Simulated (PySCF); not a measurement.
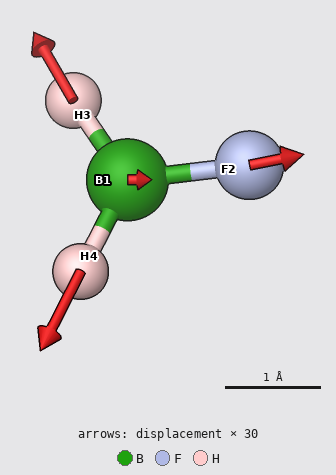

This is a relaxation of BH₂F. The starting structure is drawn; red arrows show the displacements, 30 times their true length. The two geometries are superimposed by the best rigid fit.

The picture is a ball-and-stick view, seen from a free direction.

The start comes from GFN2-xTB.

The calculation used PBE0-D3(BJ)/def2-SVP geometry optimisation, gas phase (PySCF). 

Which element moves most?

Answer. Hydrogen: up to 0.034 Å, against 0.020 Å for fluorine.

What did the optimiser do to the structure, and how much energy did it gain?

Answer. Over 4 geometry steps the energy falls by 0.040 eV. The largest force component goes from 0.82 to 0.015 eV/Å. The atom that moves furthest after the best rigid fit is H4 (0.034 Å). By element the largest moves are H 0.034 Å, F 0.020 Å, B 0.009 Å. Near-neighbour distances that change, for instance: B1–H3 1.172 → 1.209 Å, B1–F2 1.305 → 1.316 Å. The run took of the order of 3 core-seconds on a shared host.
